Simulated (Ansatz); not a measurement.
# MoF6 (molybdenum hexafluoride): a chain of runs

Wanted: a series of 10 runs (MP2/STO-3G, UMP2/STO-3G, CCSD/STO-3G, UCCSD/STO-3G, CCSD(T)/STO-3G, UCCSD(T)/STO-3G, CCSDT/STO-3G, UCCSDT/STO-3G, and more) of F6Mo. 

Program for the calculation: Ansatz 0.2.0.

## 1. The molecule

MoF6 has 7 atoms, charge 0, and is taken as a singlet. SMILES: `[F][Mo]([F])([F])([F])([F])[F]`. The coordinates come from a PBE0-D4/def2-TZVP relaxation.

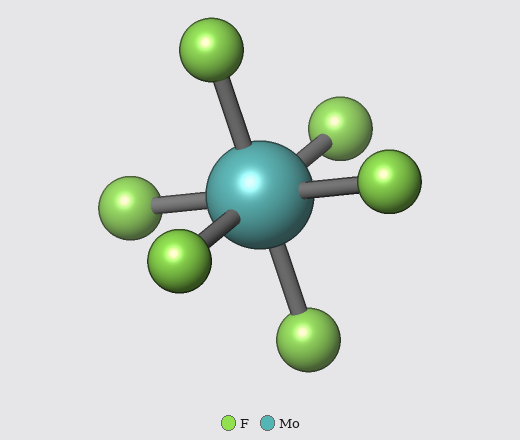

The structure, seen from a chosen angle (fluorine green, molybdenum teal).

## 2. The energy at MP2/STO-3G (start density atoms) (run 1)

File molecule.yaml:

```yaml
crystal:
  periodic: [false, false, false]
  atoms:
    - {symbol: F, position_ang: [-0.925160, -0.042080, 1.563080]}
    - {symbol: Mo, position_ang: [0.000010, -0.000010, -0.000020]}
    - {symbol: F, position_ang: [1.418590, -0.786180, 0.818850]}
    - {symbol: F, position_ang: [-0.657190, -1.637440, -0.433480]}
    - {symbol: F, position_ang: [-1.418950, 0.786070, -0.818310]}
    - {symbol: F, position_ang: [0.657480, 1.637440, 0.432970]}
    - {symbol: F, position_ang: [0.925220, 0.042200, -1.563080]}
basis:
  gaussian:
    orbitals: STO-3G
correlation:
  method: mp2
  frozen_orbitals: {F: 1, Mo: 14}
scf:
  omitted_lower_state_checks: [cluster_reference, increment]
output: {orbitals: {seedname: orbitals}}
```

Started as:

```
$ ansatz run molecule.yaml --threads 1 --pin off --max-ram 3480MiB --events-out events.jsonl --progress --plain --runs-dir runs
```

The program printed:

```text
Warning: RAYON_NUM_THREADS=1 ignored (pool sized by the plan → 1); use --threads N
Functional definition: HF
  name "HF"
  exchange = exact_x
  correlation = 0
these checks for a lower state are left out or cut short: cluster_reference, increment
771 factors; integrals over basis functions are off by at most 2.9e-4 eV
mean field evaluation 1: about -123095.9348 eV, gradient 7.2e1 eV
mean field evaluation 2: about -123096.0714 eV, gradient 7.2e1 eV
mean field evaluation 4: about -123113.5084 eV, gradient 2.0e0 eV
mean field evaluation 8: about -123113.5276 eV, gradient 3.0e-4 eV
mean field evaluation 16: about -123100.9967 eV, gradient 1.2e1 eV
mean field -123113.52762010 eV, -4524.3386906924 hartree, gradient 2.3e-6 eV, S^2 0.000000; 0 other end points of the search recorded, 0 dependent functions left out
20 core orbitals not correlated: weight in the atoms' cores, before any rotation towards them, 0.999 or more for the frozen orbitals, at most 0.000 for the correlated occupied ones
reference -123113.52762010 eV, -4524.3386906924 hartree; 28, 28 occupied and 9, 9 virtual orbitals, 771 factors
second order -11.39962012 eV of doubles, -0.00000000 eV of singles
Total energy: -123124.92724021 eV, -4524.7576190047 hartree
Checks for a lower state left out: cluster_reference, increment
```

Wall time 2.1 s (1 thread of Arm Neoverse V1, shared host); peak memory 0.14 GiB.

## 3. The doublet anion: a single-point energy at UMP2/STO-3G (start density atoms) (run 2)

File in.yaml:

```yaml
crystal:
  periodic: [false, false, false]
  atoms:
    - {symbol: F, position_ang: [-0.925160, -0.042080, 1.563080]}
    - {symbol: Mo, position_ang: [0.000010, -0.000010, -0.000020]}
    - {symbol: F, position_ang: [1.418590, -0.786180, 0.818850]}
    - {symbol: F, position_ang: [-0.657190, -1.637440, -0.433480]}
    - {symbol: F, position_ang: [-1.418950, 0.786070, -0.818310]}
    - {symbol: F, position_ang: [0.657480, 1.637440, 0.432970]}
    - {symbol: F, position_ang: [0.925220, 0.042200, -1.563080]}
basis:
  gaussian:
    orbitals: STO-3G
total_charge: -1
magnetization:
  spin_polarized: true
  initial_magnetization: 1
correlation:
  method: mp2
  frozen_orbitals: {F: 1, Mo: 14}
scf:
  omitted_lower_state_checks: [cluster_reference, increment]
```

Started as:

```
$ ansatz run in.yaml --threads 1 --pin off --max-ram 3480MiB --events-out events.jsonl --progress --plain --runs-dir runs
```

The program printed (excerpt; [...] marks lines left out):

```text
Warning: RAYON_NUM_THREADS=1 ignored (pool sized by the plan → 1); use --threads N
[... 2 set-up lines as earlier in the session ...]
[...]
771 factors; integrals over basis functions are off by at most 2.9e-4 eV
[...]
mean field -123112.42699005 eV, -4524.2982432843 hartree, gradient 2.6e-6 eV, S^2 0.753884; 10 other end points of the search recorded, 0 dependent functions left out
20 core orbitals not correlated: weight in the atoms' cores, before any rotation towards them, 0.999 or more for the frozen orbitals, at most 0.000 for the correlated occupied ones
reference -123112.42699005 eV, -4524.2982432843 hartree; 29, 28 occupied and 8, 9 virtual orbitals, 771 factors
second order -7.64192746 eV of doubles, -0.00000000 eV of singles
Total energy: -123120.06891751 eV, -4524.5790789384 hartree
Checks for a lower state left out: cluster_reference, increment
```

Wall time 26 s (1 thread of Arm Neoverse V1, shared host); peak memory 0.23 GiB.

Runs 3 to 7 aren't shown in full; the table further down has their settings and results.

## 4. The doublet anion: a single-point energy at UCCSDT/STO-3G (start density atoms) (run 8)

File job.yaml:

```yaml
crystal:
  periodic: [false, false, false]
  atoms:
    - {symbol: F, position_ang: [-0.925160, -0.042080, 1.563080]}
    - {symbol: Mo, position_ang: [0.000010, -0.000010, -0.000020]}
    - {symbol: F, position_ang: [1.418590, -0.786180, 0.818850]}
    - {symbol: F, position_ang: [-0.657190, -1.637440, -0.433480]}
    - {symbol: F, position_ang: [-1.418950, 0.786070, -0.818310]}
    - {symbol: F, position_ang: [0.657480, 1.637440, 0.432970]}
    - {symbol: F, position_ang: [0.925220, 0.042200, -1.563080]}
basis:
  gaussian:
    orbitals: STO-3G
total_charge: -1
magnetization:
  spin_polarized: true
  initial_magnetization: 1
correlation:
  method: ccsdt
  frozen_orbitals: {F: 1, Mo: 14}
scf:
  omitted_lower_state_checks: [cluster_reference, increment]
```

Started as:

```
$ ansatz run job.yaml --threads 1 --pin off --max-ram 3480MiB --events-out events.jsonl --progress --plain --runs-dir runs
```

The program printed:

```text
Warning: RAYON_NUM_THREADS=1 ignored (pool sized by the plan → 1); use --threads N
[... 15 lines left out ...]
20 core orbitals not correlated: weight in the atoms' cores, before any rotation towards them, 0.999 or more for the frozen orbitals, at most 0.000 for the correlated occupied ones
[... 20 lines left out ...]
Total energy: -123120.90032718 eV, -4524.6096326802 hartree
Checks for a lower state left out: cluster_reference, increment
```

Run time: 1.9 min. Hardware: 1 thread of Arm Neoverse V1, shared host; peak memory 0.82 GiB.

Run 9 isn't shown in full; the table further down has it.

## 5. The doublet anion: a single-point energy at UCCSDT(Q)/STO-3G (start density atoms) (run 10)

Changes to molecule.yaml since step 2:

```diff
@@ -13,4 +13,8 @@
     orbitals: STO-3G
+total_charge: -1
+magnetization:
+  spin_polarized: true
+  initial_magnetization: 1
 correlation:
-  method: mp2
+  method: ccsdt_q
   frozen_orbitals: {F: 1, Mo: 14}
@@ -18,2 +22 @@
   omitted_lower_state_checks: [cluster_reference, increment]
-output: {orbitals: {seedname: orbitals}}
```

Started as:

```
$ ansatz run molecule.yaml --threads 1 --pin off --max-ram 3480MiB --events-out events.jsonl --progress --plain --runs-dir runs
```

The program printed:

```text
Warning: RAYON_NUM_THREADS=1 ignored (pool sized by the plan → 1); use --threads N
[... 4 set-up lines as earlier in the session ...]
these checks for a lower state are left out or cut short: cluster_reference, increment
1259 factors; integrals over basis functions are off by at most 8.9e-8 eV
mean field evaluation 1: about -123103.2564 eV, gradient 3.6e1 eV
mean field evaluation 2: about -123103.5234 eV, gradient 3.6e1 eV
mean field evaluation 4: about -123112.3903 eV, gradient 1.3e0 eV
mean field evaluation 8: about -123112.4174 eV, gradient 6.6e-2 eV
mean field evaluation 16: about -123112.4298 eV, gradient 6.8e-2 eV
mean field evaluation 32: about -123112.4296 eV, gradient 2.6e-2 eV
mean field evaluation 64: about -123112.4154 eV, gradient 2.0e-1 eV
mean field evaluation 96: about -123112.4158 eV, gradient 2.6e-2 eV
mean field -123112.42972651 eV, -4524.2983438473 hartree, gradient 1.6e-6 eV, S^2 0.753885; 7 other end points of the search recorded, 0 dependent functions left out
20 core orbitals not correlated: weight in the atoms' cores, before any rotation towards them, 0.999 or more for the frozen orbitals, at most 0.000 for the correlated occupied ones
reference -123112.42972651 eV, -4524.2983438473 hartree; 29, 28 occupied and 8, 9 virtual orbitals, 1259 factors
second order -7.64211695 eV of doubles, -0.00000000 eV of singles
Error: with its amplitudes the run needs 5.51 GiB of memory by its plan, which may be too low or too high, and 3.39 GiB are given
```

Run time: 2.1 min. Hardware: 1 thread of Arm Neoverse V1, shared host; peak memory 1.2 GiB.

The job stopped with an error part of the way.

## 6. All runs side by side

| run | level | frozen core orbitals | partner | energy (Eh) | correlation energy (mEh) | wall time |
| --- | --- | --- | --- | --- | --- | --- |
| 1 | MP2/STO-3G (start density atoms) | 20 | base | -4524.757619 | -418.9 | 2.1 s |
| 2 | UMP2/STO-3G (start density atoms) | 20 | anion | -4524.579079 | -280.8 | 26 s |
| 3 | CCSD/STO-3G (start density atoms) | 20 | base | -4524.702745 | -364.1 | 3 s |
| 4 | UCCSD/STO-3G (start density atoms) | 20 | anion | -4524.570083 | -271.8 | 28 s |
| 5 | CCSD(T)/STO-3G (start density atoms) | 20 | base | -4524.786135 | -447.4 | 3 s |
| 6 | UCCSD(T)/STO-3G (start density atoms) | 20 | anion | -4524.612422 | -314.2 | 29 s |
| 7 | CCSDT/STO-3G (start density atoms) | 20 | base | -4524.773653 | -434.9 | 32 s |
| 8 | UCCSDT/STO-3G (start density atoms) | 20 | anion | -4524.609633 | -311.3 | 1.9 min |
| 9 | CCSDT(Q)/STO-3G (start density atoms) | 20 | base | -4524.786004 | -447.2 | 55 s |
| 10 | UCCSDT(Q)/STO-3G (start density atoms) | – | anion | refused | – | 2.1 min |

## 7. Summary of results

| quantity | value |
| --- | --- |
| run 9, CCSDT(Q)/STO-3G: total energy | -4524.78600 Eh |
| run 9, CCSDT(Q)/STO-3G: HOMO energy (Hartree–Fock orbitals) | -11.98 eV |
| run 9, CCSDT(Q)/STO-3G: LUMO energy (Hartree–Fock orbitals) | 2.30 eV |
| run 9, CCSDT(Q)/STO-3G: HOMO–LUMO gap (Hartree–Fock orbitals) | 14.28 eV |
| run 9, CCSDT(Q)/STO-3G: correlation energy (20 core orbitals frozen) | -447.2 mEh |
| run 9, CCSDT(Q)/STO-3G: T1 diagnostic | 0.023 |
| vertical electron affinity (to the doublet anion), MP2/STO-3G | -4.858 eV |
| vertical electron affinity (to the doublet anion), CCSD/STO-3G | -3.610 eV |
| vertical electron affinity (to the doublet anion), CCSD(T)/STO-3G | -4.727 eV |
| vertical electron affinity (to the doublet anion), CCSDT/STO-3G | -4.463 eV |

**Reading.** At MP2/STO-3G: the anion lies 4.86 eV (112 kcal/mol) above the neutral: the electron isn't bound at this level, and such a value depends on the basis. Without diffuse functions anions come out too high. In a minimal basis such a difference can be off by several eV, whatever the method. At CCSD/STO-3G: the anion lies 3.61 eV (83 kcal/mol) above the neutral: the electron isn't bound at this level, and such a value depends on the basis. At CCSD(T)/STO-3G: the anion lies 4.73 eV (456 kJ/mol) above the neutral: the electron isn't bound at this level, and such a value depends on the basis. At CCSDT/STO-3G: the anion lies 4.46 eV (103 kcal/mol) above the neutral: the electron isn't bound at this level, and such a value depends on the basis. In all runs the basis is minimal, so the values are rough. In runs 1, 2, 3, 4, 5, 6, 7, 8 and more relativity is left out where basis or elements ask for it. All runs together took 6.9 min, the longest 2.1 min. 1 of the 10 runs did not end normally.
